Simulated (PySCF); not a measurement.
C5H8OSSi, SMILES COc1ccc([SiH3])s1, GFN2-xTB optimised geometry. Atoms within 1.6 Å of the plane z = 0.0 Å (x, y, z in Å): C1 (-2.33, -2.32, 0.00), O2 (-0.94, -2.52, 0.00), C3 (-0.16, -1.43, 0.00), C4 (1.20, -1.43, 0.00), C5 (1.73, -0.12, 0.00), C6 (0.80, 0.87, 0.00), Si7 (1.04, 2.73, 0.00), S8 (-0.80, 0.19, 0.00), H9 (-2.65, -1.76, -0.88), H10 (-2.65, -1.76, 0.90), H11 (-2.79, -3.30, 0.00), H12 (1.78, -2.33, 0.00), H13 (2.79, 0.08, 0.00), H14 (0.39, 3.30, 1.18), H15 (2.48, 2.97, 0.03), H16 (0.44, 3.30, -1.21).

Calculation: PBE/def2-TZVP in PySCF 2.14.0. Cells within 0.4 Å of a nucleus heavier than hydrogen are left out (blank, or x).

Map of the Laplacian of the electron density (e/bohr⁵), clipped to [-1.50, 1.50] on the plane z = 0.0 Å:

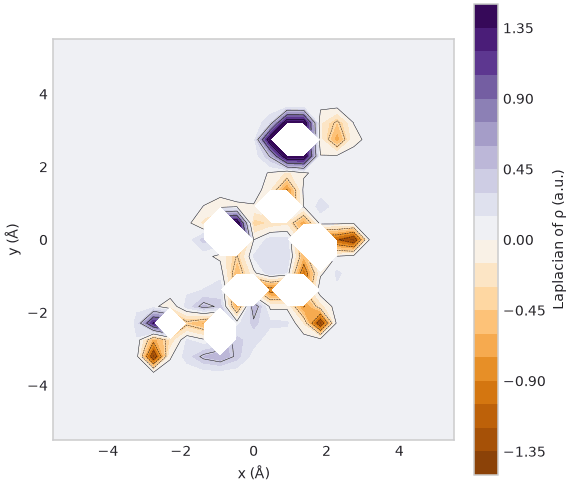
*Laplacian of the electron density (e/bohr⁵), clipped to [-1.50, 1.50] on the plane z = 0.0 Å.*
